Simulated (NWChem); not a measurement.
# C3H5O (SMILES CC1[CH]O1) at 4 levels

Aim: a comparison of 4 runs (UHF/STO-3G, UHF/3-21G, UB3LYP/6-31G*) of C3H5O. 

The calculation is run with NWChem 7.3.0.

## (1) The molecule

C3H5O: 9 atoms, total charge 0, spin state doublet. SMILES: `CC1[CH]O1`. The shape is that of a GFN2-xTB optimisation.

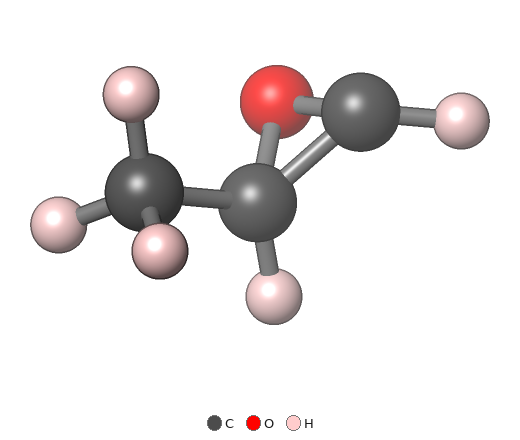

The structure, seen from a chosen angle (carbon dark grey, oxygen red, hydrogen pink).

## (2) Energy and forces at UHF/STO-3G (run 1)

c3h5o.nw reads:

```
START c3h5o
TITLE "C3H5O"
memory stack 880 mb heap 220 mb global 1100 mb
GEOMETRY units atomic noautosym nocenter noautoz
C  -0.63891640  1.56898291 -1.32819401
C  -0.27635355 -0.85795456  0.11073795
C   1.39246359 -0.96806890  2.27710108
O   2.18609187 -1.98304080  0.06009329
H  -0.95782658  1.18474490 -3.32191176
H  -2.26712333  2.57223851 -0.57566727
H   1.02810550  2.75438921 -1.13529076
H  -1.79580674 -2.23329723 -0.08758881
H   1.32936564 -2.03797514  4.00073918
END
BASIS spherical bse
* library STO-3G
END
SCF
doublet
uhf
thresh 1e-08
maxiter 80
END
TASK scf gradient
```

Launch:

```bash
$ nwchem c3h5o.nw > c3h5o.out
```

What it wrote:

```text
[...]
  functions       =    25
[...]
  wavefunction    = UHF
[...]
         Total SCF energy =   -188.865556813480
      One electron energy =   -490.419339622630
      Two electron energy =    184.057964968405
 Nuclear repulsion energy =    117.495817840745
                       Sz =      0.5000
                 Sz(Sz+1) =      0.7500
                      S^2 =      0.7594
[...]
                         UHF ENERGY GRADIENTS
    atom               coordinates                        gradient
                 x          y          z           x          y          z
   1 C      -0.638916   1.568983  -1.328194    0.004020  -0.015089   0.009208
   2 C      -0.276354  -0.857955   0.110738    0.019099   0.013864   0.009217
   3 C       1.392464  -0.968069   2.277101   -0.005383  -0.017753  -0.043769
   4 O       2.186092  -1.983041   0.060093   -0.027341   0.018401   0.037960
   5 H      -0.957827   1.184745  -3.321912    0.000282  -0.001606  -0.000830
   6 H      -2.267123   2.572239  -0.575667   -0.000910  -0.001368   0.002053
   7 H       1.028106   2.754389  -1.135291    0.002165  -0.000308   0.000977
   8 H      -1.795807  -2.233297  -0.087589    0.003552  -0.001728  -0.002145
   9 H       1.329366  -2.037975   4.000739    0.004517   0.005588  -0.012670
[...]
```

Run time: 3.3 s. Hardware: 1 thread of Intel Xeon 6975P-C (Granite Rapids), shared host; peak memory 0.096 GiB.

## (3) Energy and gradient at UHF/3-21G (run 2)

mymol.nw reads:

```
start mymol
memory stack 880 mb heap 220 mb global 1100 mb

geometry units angstrom noautosym nocenter noautoz
 C     -0.338100     0.830270    -0.702850
 C     -0.146240    -0.454010     0.058600
 C      0.736860    -0.512280     1.204990
 O      1.156830    -1.049380     0.031800
 H     -0.506860     0.626940    -1.757880
 H     -1.199710     1.361170    -0.304630
 H      0.544050     1.457560    -0.600770
 H     -0.950300    -1.181810    -0.046350
 H      0.703470    -1.078450     2.117100
end

basis spherical bse
 * library 3-21G
end

scf
 doublet
 uhf
 thresh 1e-08
 maxiter 80
end

task scf gradient
```

Launch:

```bash
$ nwchem mymol.nw > mymol.out
```

What it wrote:

```text
[...]
  functions       =    46
[...]
  wavefunction    = UHF
[...]
         Total SCF energy =   -190.181839115065
      One electron energy =   -490.463676022272
      Two electron energy =    182.786010638622
 Nuclear repulsion energy =    117.495826268586
                       Sz =      0.5000
                 Sz(Sz+1) =      0.7500
                      S^2 =      0.7589
[...]
                         UHF ENERGY GRADIENTS
    atom               coordinates                        gradient
                 x          y          z           x          y          z
   1 C      -0.638916   1.568983  -1.328194   -0.002539  -0.001356   0.001417
   2 C      -0.276354  -0.857954   0.110738    0.046568  -0.005782   0.005712
   3 C       1.392463  -0.968069   2.277101    0.010472  -0.012925  -0.047694
   4 O       2.186092  -1.983041   0.060093   -0.047791   0.029149   0.042460
   5 H      -0.957827   1.184745  -3.321912   -0.000557  -0.001583  -0.002602
   6 H      -2.267123   2.572238  -0.575667   -0.002198   0.000740   0.001598
   7 H       1.028105   2.754389  -1.135291    0.003300   0.001754   0.000822
   8 H      -1.795807  -2.233297  -0.087589   -0.008140  -0.007457  -0.003767
   9 H       1.329366  -2.037975   4.000739    0.000887  -0.002540   0.002054
[...]
```

Wall time 3.6 s (1 thread of Intel Xeon 6975P-C (Granite Rapids), shared host); peak memory 0.096 GiB.

## (4) Energy and gradient at UB3LYP/6-31G(d) (spherical functions) (run 3)

mymol.nw reads:

```
START mymol
TITLE "C3H5O"
memory stack 880 mb heap 220 mb global 1100 mb

GEOMETRY units angstroms noautosym nocenter noautoz
  C       -0.338100       0.830270      -0.702850
  C       -0.146240      -0.454010       0.058600
  C        0.736860      -0.512280       1.204990
  O        1.156830      -1.049380       0.031800
  H       -0.506860       0.626940      -1.757880
  H       -1.199710       1.361170      -0.304630
  H        0.544050       1.457560      -0.600770
  H       -0.950300      -1.181810      -0.046350
  H        0.703470      -1.078450       2.117100
END

BASIS spherical bse
  C library 6-31G*
  O library 6-31G*
  H library 6-31G*
END

DFT
  xc b3lyp
  mult 2
  grid xfine
  convergence energy 1e-08
  maxiter 100
  mulliken
END

TASK dft gradient
```

Launch:

```bash
$ nwchem mymol.nw > mymol.out
```

What it wrote:

```text
[...]
          Wavefunction type:  spin polarized.
          No. of atoms     :     9
          No. of electrons :    31
[...]
          Charge           :     0
          Spin multiplicity:     2
[...]
          AO basis - number of functions:    66
[...]
              XC Information
              --------------
                         B3LYP Method XC Potential
                     Hartree-Fock (Exact) Exchange  0.200
                        Slater Exchange Functional  0.800 local
                    Becke 1988 Exchange Functional  0.720 non-local
              Lee-Yang-Parr Correlation Functional  0.810
                  VWN I RPA Correlation Functional  0.190 local
[...]
 d= 0,ls=0.0,diis     1   -192.3612497485 -3.10D+02  7.38D-03  1.37D-01     4.6
[...]
 d= 0,ls=0.0,diis    12   -192.4306408699 -2.80D-09  2.30D-07  4.27D-10    49.9
[...]
         Total DFT energy =     -192.430640869851
      One electron energy =     -492.658584752174
           Coulomb energy =      209.479501824875
    Exchange-Corr. energy =      -26.747384211138
 Nuclear repulsion energy =      117.495826268586
[...]
      <S2> =      0.7525 (Exact =     0.7500)
[...]
  wavefunction    = open shell
                         DFT ENERGY GRADIENTS
    atom               coordinates                        gradient
                 x          y          z           x          y          z
   1 C      -0.638916   1.568983  -1.328194   -0.002503   0.005387  -0.000457
   2 C      -0.276354  -0.857954   0.110738    0.018383  -0.011881  -0.001946
   3 C       1.392463  -0.968069   2.277101    0.003441  -0.010219  -0.003845
   4 O       2.186092  -1.983041   0.060093   -0.022769   0.014581   0.010920
   5 H      -0.957827   1.184745  -3.321912    0.001512  -0.000533   0.005886
   6 H      -2.267123   2.572238  -0.575667    0.004689  -0.003617  -0.000934
   7 H       1.028105   2.754389  -1.135291   -0.002844  -0.003329  -0.000460
   8 H      -1.795807  -2.233297  -0.087589    0.001161   0.002503   0.000071
   9 H       1.329366  -2.037975   4.000739   -0.001070   0.007108  -0.009234
[...]
```

Run time: 56 s. Hardware: 1 thread of Intel Xeon 6975P-C (Granite Rapids), shared host; peak memory 0.14 GiB.

## (5) Energy and gradient at UB3LYP/6-31G(d) (Cartesian functions) (run 4)

input.xyz reads:

```xyz
9
C3H5O
C     -0.338100     0.830270    -0.702850
C     -0.146240    -0.454010     0.058600
C      0.736860    -0.512280     1.204990
O      1.156830    -1.049380     0.031800
H     -0.506860     0.626940    -1.757880
H     -1.199710     1.361170    -0.304630
H      0.544050     1.457560    -0.600770
H     -0.950300    -1.181810    -0.046350
H      0.703470    -1.078450     2.117100
```

input.nw reads:

```
start input
title "C3H5O"
memory stack 880 mb heap 220 mb global 1100 mb
geometry noautosym nocenter noautoz
 load format xyz input.xyz
end
basis cartesian
 C library 6-31G*
 O library 6-31G*
 H library 6-31G*
end
dft
 xc b3lyp
 mult 2
 grid xfine
 convergence energy 1e-08
 maxiter 100
 mulliken
 noprint "final vectors analysis"
end
task dft gradient
```

Launch:

```bash
$ nwchem input.nw > input.out
```

What it wrote:

```text
[...]
          Wavefunction type:  spin polarized.
          No. of atoms     :     9
          No. of electrons :    31
[...]
          Charge           :     0
          Spin multiplicity:     2
[...]
          AO basis - number of functions:    70
[...]
              XC Information
              --------------
                         B3LYP Method XC Potential
                     Hartree-Fock (Exact) Exchange  0.200
                        Slater Exchange Functional  0.800 local
                    Becke 1988 Exchange Functional  0.720 non-local
              Lee-Yang-Parr Correlation Functional  0.810
                  VWN I RPA Correlation Functional  0.190 local
[...]
 d= 0,ls=0.0,diis     1   -192.3629697926 -3.10D+02  7.48D-03  1.63D-01     6.9
[...]
 d= 0,ls=0.0,diis    12   -192.4342640786 -1.56D-09  2.35D-07  6.96D-10    61.4
[...]
         Total DFT energy =     -192.434264078614
      One electron energy =     -492.625846739377
           Coulomb energy =      209.410313169076
    Exchange-Corr. energy =      -26.714556776898
 Nuclear repulsion energy =      117.495826268586
[...]
      <S2> =      0.7525 (Exact =     0.7500)
[...]
  wavefunction    = open shell
                         DFT ENERGY GRADIENTS
    atom               coordinates                        gradient
                 x          y          z           x          y          z
   1 C      -0.638916   1.568983  -1.328194   -0.002514   0.005496  -0.000470
   2 C      -0.276354  -0.857954   0.110738    0.018703  -0.012244  -0.002005
   3 C       1.392463  -0.968069   2.277101    0.003682  -0.010371  -0.004151
   4 O       2.186092  -1.983041   0.060093   -0.023300   0.014912   0.011379
   5 H      -0.957827   1.184745  -3.321912    0.001492  -0.000509   0.005812
   6 H      -2.267123   2.572238  -0.575667    0.004641  -0.003577  -0.000922
   7 H       1.028105   2.754389  -1.135291   -0.002794  -0.003298  -0.000464
   8 H      -1.795807  -2.233297  -0.087589    0.001161   0.002478   0.000076
   9 H       1.329366  -2.037975   4.000739   -0.001069   0.007113  -0.009254
[...]
```

Wall time 69 s (1 thread of Intel Xeon 6975P-C (Granite Rapids), shared host); peak memory 0.15 GiB.

## (6) Overview of the runs

```tsv
run	level	iteration cap	module	energy (Eh)	dipole moment (D)	HOMO energy (eV)	LUMO energy (eV)	wall time
1	UHF/STO-3G	80	scf	-188.865557	1.34	-8.41	7.78	3.3 s
2	UHF/3-21G	80	scf	-190.181839	2.35	-10.28	3.96	3.6 s
3	UB3LYP/6-31G* (spherical functions)	100	dft	-192.430641	1.64	-5.49	-1.34	56 s
4	UB3LYP/6-31G* (Cartesian functions)	100	dft	-192.434264	1.64	–	–	69 s
```

## (7) Summary of results

| quantity | value |
| --- | --- |
| run 4: total energy | -192.43426 Eh |
| run 4: dipole moment | 1.64 D |
| run 4: ⟨S²⟩ | 0.752 |
| run 4: largest force on an atom | 1.538 eV/Å |

The dipole moment (its size) runs from 1.34 D (UHF/STO-3G) to 2.35 D (UHF/3-21G). In run 1 the basis is minimal, so the values are rough. All runs together took 2.2 min, the longest 69 s.
